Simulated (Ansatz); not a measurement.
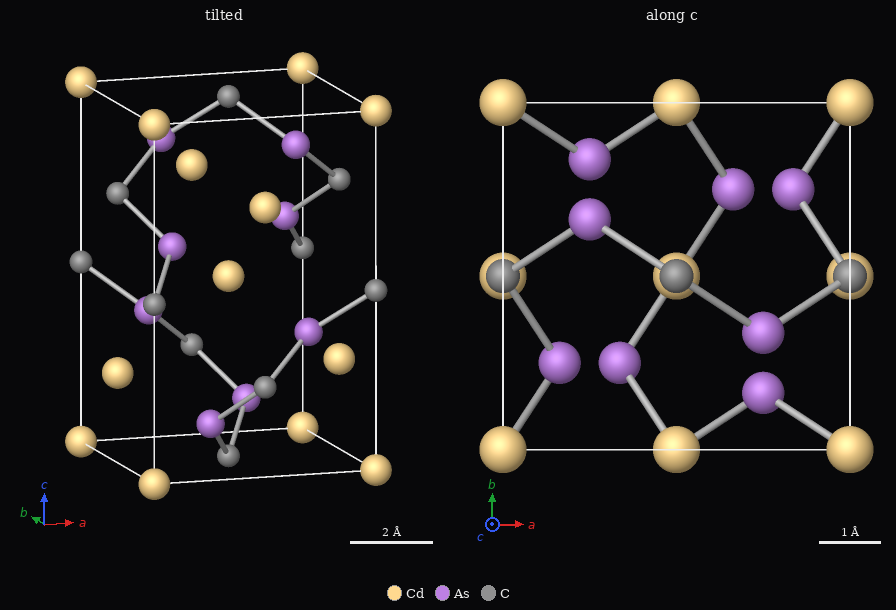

The crystal in a ball-and-stick representation, seen slightly off an axis and along the c axis. The conventional unit cell is drawn as a box.

CdAs$_{2}$C, chalcopyrite, space group I-42d (No. 122), a = 5.736 Å, b = 5.736 Å, c = 9.000 Å, α = 90.00°, β = 90.00°, γ = 90.00°. Origin of the cell: a structure type filled with these elements by a generator (whether the compound takes this form wasn't checked). Earlier steps of the study may have refined or changed the cell and positions. It was run through Ansatz as a DFT input.

This one geometry was computed with Ansatz (DFT, plane waves, PAW) at five levels of theory: HSE06, r2SCAN, PBE0, PBE and PBE with spin-orbit coupling. It was relaxed beforehand with r2SCAN.

Which level gives the highest pressure at this volume, and what does that say about its equilibrium volume?

Highest: PBE (2.2 GPa) and PBE with spin-orbit coupling (2.2 GPa), which points to the largest equilibrium volume. Lowest, with the smallest volume: HSE06 (-1.0 GPa) and PBE0 (-1.2 GPa). Levels within 0.5 GPa of each other can't be told apart.

How does the band gap change with the level of theory?

PBE with spin-orbit coupling: a gap of 0.18 eV, direct; PBE: a gap of 0.20 eV, direct; r2SCAN: a gap of 0.39 eV, direct; HSE06: a gap of 0.69 eV, direct; PBE0: a gap of 1.33 eV, direct.

Collect the results in a table.

| level | cutoff (eV) | k-mesh of the run's cell | gap (eV) | pressure (GPa) |
| --- | --- | --- | --- | --- |
| HSE06 | 420 | 4×4×4 | 0.69 | -1.0 |
| r2SCAN | 500 | 6×6×6 | 0.39 | 0.0 |
| PBE0 | 420 | 4×4×4 | 1.33 | -1.2 |
| PBE | 420 | 6×6×6 | 0.20 | 2.2 |
| PBE with spin-orbit coupling | 420 | 6×6×6 | 0.18 | 2.2 |

Gaps are taken on the k-mesh or band path of each run.
